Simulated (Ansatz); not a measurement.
Take GaP in the zinc blende structure (space group F-43m, No. 216; a = 5.439 Å) as the base. Axes: x, y, z lie along the cube axes.

Modification: the cell is stretched by 2.00 % along z with no lateral relaxation, atoms relaxed at fixed cell.

Level of theory: PBEsol (Ansatz, a program for electronic structure, PAW, scalar-relativistic without spin-orbit coupling).

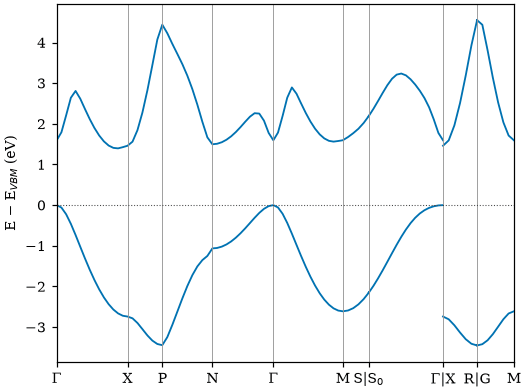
Fig. 1. Highest valence and lowest conduction band along the path of the changed cell's own zone

The gap is 1.40 eV, indirect, Γ → Γ–X (87 % along); the base has 1.45 eV.

The cells carry an imposed strain or load. Stability against distortions was not tested. k-point labels follow each cell's own Brillouin zone.
